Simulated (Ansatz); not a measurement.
# C2H2ClGa (SMILES C#[C][GaH][Cl]): PBE/cc-pVDZ

What is the electronic atomisation energy of C2H2ClGa at PBE/cc-pVDZ? 

The calculation is run with Ansatz 0.2.0.

56 further runs of the same task are left out: 56 set aside as unsound or not needed. Runs told in other sessions of the task aren't counted.

## 1. Starting point

The species is C2H2ClGa (6 atoms), meant as a singlet with charge 0. As SMILES, `C#[C][GaH][Cl]`. The coordinates come from a PBE0-D4/def2-TZVP relaxation.

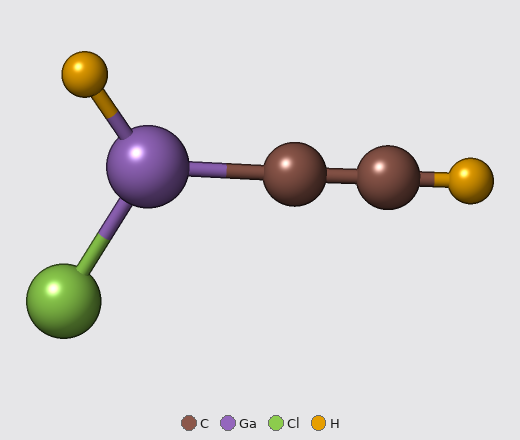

The structure, seen from a chosen angle (carbon brown, gallium purple, chlorine green, hydrogen amber).

## 2. A single-point energy at PBE/cc-pVDZ

File in.yaml:

```yaml
crystal:
  periodic: [false, false, false]
  atoms:
    - {symbol: C, position_ang: [0.577800, 1.057900, -1.454500]}
    - {symbol: C, position_ang: [0.247000, 0.412500, -0.488700]}
    - {symbol: Ga, position_ang: [-0.252900, -0.587200, 1.048000]}
    - {symbol: Cl, position_ang: [-1.745400, -2.085600, 0.724100]}
    - {symbol: H, position_ang: [0.867100, 1.625700, -2.309900]}
    - {symbol: H, position_ang: [0.306500, -0.423300, 2.481100]}
basis:
  gaussian: {orbitals: cc-pVDZ}
accuracy: high
output: {orbitals: {seedname: orbitals}}
hamiltonian: {xc: {name: PBE}}
```

Started as:

```console
ansatz run in.yaml --threads 1 --pin off --max-ram 2610MiB --events-out events.jsonl --progress --plain --runs-dir runs
```

Standard output:

```text
Warning: RAYON_NUM_THREADS=1 ignored (pool sized by the plan → 1); use --threads N
Functional definition: PBE
  name "PBE"
  parameter kappa = 0.804
  parameter beta = 0.06672455060314922
  exchange = pbe_x(kappa = kappa, mu = beta*pi^2/3)
  correlation = pbe_c(beta = beta)
1779 factors; integrals over basis functions are off by at most 4.4e-9 eV
mean field evaluation 1: about -66983.5158 eV, gradient 4.7e1 eV
mean field evaluation 2: about -66951.8495 eV, gradient 1.0e2 eV
mean field evaluation 4: about -66988.6231 eV, gradient 2.4e1 eV
mean field evaluation 8: about -66989.9933 eV, gradient 3.6e-1 eV
mean field evaluation 16: about -66989.9916 eV, gradient 4.0e-5 eV
mean field -66989.99162343 eV, -2461.8367847138 hartree, gradient 8.9e-8 eV, S^2 0.000000; 0 other end points of the search recorded, 0 dependent functions left out
reference -66989.99162697 eV, -2461.8367848440 hartree; 31, 31 occupied and 52, 52 virtual orbitals, 1779 factors
Total energy: -66989.99162697 eV, -2461.8367848440 hartree
```

It took 2.3 s on 1 thread of AMD EPYC 9R45 (Zen 5), shared host; peak memory 0.21 GiB.

## 3. The C atom, same level

File in.yaml:

```yaml
crystal:
  periodic: [false, false, false]
  atoms:
    - {symbol: C, position_ang: [0.000000, 0.000000, 0.000000]}
basis:
  gaussian:
    orbitals: cc-pVDZ
total_charge: 0
magnetization:
  spin_polarized: true
  initial_magnetization: 2
hamiltonian:
  xc: {name: PBE}
accuracy: high
```

Started as:

```console
ansatz run in.yaml --threads 1 --pin off --max-ram 2610MiB --events-out events.jsonl --progress --plain --runs-dir runs
```

Standard output, shortened:

```text
Warning: RAYON_NUM_THREADS=1 ignored (pool sized by the plan → 1); use --threads N
[... 6 set-up lines as earlier in the session ...]
96 factors; integrals over basis functions are off by at most 2.2e-9 eV
mean field evaluation 1: about -1028.1209 eV, gradient 4.7e0 eV
mean field evaluation 2: about -1028.2326 eV, gradient 2.5e0 eV
mean field evaluation 4: about -1028.2788 eV, gradient 2.2e-1 eV
mean field evaluation 8: about -1028.2785 eV, gradient 3.2e-5 eV
mean field evaluation 16: about -1028.1665 eV, gradient 4.1e0 eV
mean field evaluation 32: about -1028.2788 eV, gradient 6.0e-2 eV
mean field -1028.27851290 eV, -37.7885383569 hartree, gradient 1.1e-9 eV, S^2 2.001967; 2 other end points of the search recorded, 0 dependent functions left out
reference -1028.27851463 eV, -37.7885384204 hartree; 4, 2 occupied and 10, 12 virtual orbitals, 96 factors
Total energy: -1028.27851463 eV, -37.7885384204 hartree
```

It took 0.2 s on 1 thread of AMD EPYC 9R45 (Zen 5), shared host.

## 4. The Cl atom at the same level

File input.yaml:

```yaml
crystal:
  periodic: [false, false, false]
  atoms:
    - {symbol: Cl, position_ang: [0.000000, 0.000000, 0.000000]}
basis:
  gaussian:
    orbitals: cc-pVDZ
magnetization:
  spin_polarized: true
  initial_magnetization: 1
hamiltonian:
  xc: {name: PBE}
accuracy: high
```

Run the same way, it converges to -459.94917 Eh (log not shown).

## 5. The Ga atom at the same level

File run.yaml:

```yaml
crystal:
  periodic: [false, false, false]
  atoms:
    - {symbol: Ga, position_ang: [0.000000, 0.000000, 0.000000]}
basis:
  gaussian: {orbitals: cc-pVDZ}
magnetization: {spin_polarized: true, initial_magnetization: 1}
hamiltonian: {xc: {name: PBE}}
accuracy: high
```

Run the same way, it converges to -1924.48431 Eh (log not shown).

## 6. The H atom at the same level

File run.yaml:

```yaml
crystal:
  periodic: [false, false, false]
  atoms:
    - {symbol: H, position_ang: [0.000000, 0.000000, 0.000000]}
basis:
  gaussian: {orbitals: cc-pVDZ}
magnetization: {spin_polarized: true, initial_magnetization: 1}
hamiltonian: {xc: pbe}
accuracy: high
```

Started as:

```console
ansatz run run.yaml --threads 1 --pin off --max-ram 2610MiB --events-out events.jsonl --progress --plain --runs-dir runs
```

Standard output, shortened:

```text
Warning: RAYON_NUM_THREADS=1 ignored (pool sized by the plan → 1); use --threads N
[... 6 set-up lines as earlier in the session ...]
15 factors; integrals over basis functions are off by at most 4.6e-8 eV
mean field evaluation 1: about -13.5665 eV, gradient 4.0e-1 eV
mean field evaluation 2: about -13.5663 eV, gradient 4.0e-1 eV
mean field evaluation 4: about -13.5684 eV, gradient 5.5e-6 eV
mean field evaluation 8: about -13.5684 eV, gradient 1.6e-10 eV
mean field -13.56836056 eV, -0.4986280535 hartree, gradient 1.2e-10 eV, S^2 0.750000; 0 other end points of the search recorded, 0 dependent functions left out
reference -13.56836236 eV, -0.4986281198 hartree; 1, 0 occupied and 4, 5 virtual orbitals, 15 factors
Total energy: -13.56836236 eV, -0.4986281198 hartree
```

Wall time 0.06 s (1 thread of AMD EPYC 9R45 (Zen 5), shared host).

## 7. Results

Level: PBE/cc-pVDZ.

| quantity | value |
| --- | --- |
| molecule: total energy | -2461.83678 Eh |
| molecule: HOMO energy | -7.12 eV |
| molecule: LUMO energy | -2.70 eV |
| molecule: HOMO–LUMO gap | 4.43 eV |
| C atom: total energy | -37.78854 Eh |
| C atom: ⟨S²⟩ | 2.002 |
| Cl atom: total energy | -459.94917 Eh |
| Cl atom: ⟨S²⟩ | 0.752 |
| Ga atom: total energy | -1924.48431 Eh |
| Ga atom: ⟨S²⟩ | 0.752 |
| H atom: total energy | -0.49863 Eh |
| H atom: ⟨S²⟩ | 0.750 |
| electronic atomisation energy | 22.557 eV |

What this shows: Taking the molecule apart into free atoms costs 22.56 eV (520 kcal/mol), before zero-point energy and without spin-orbit coupling.
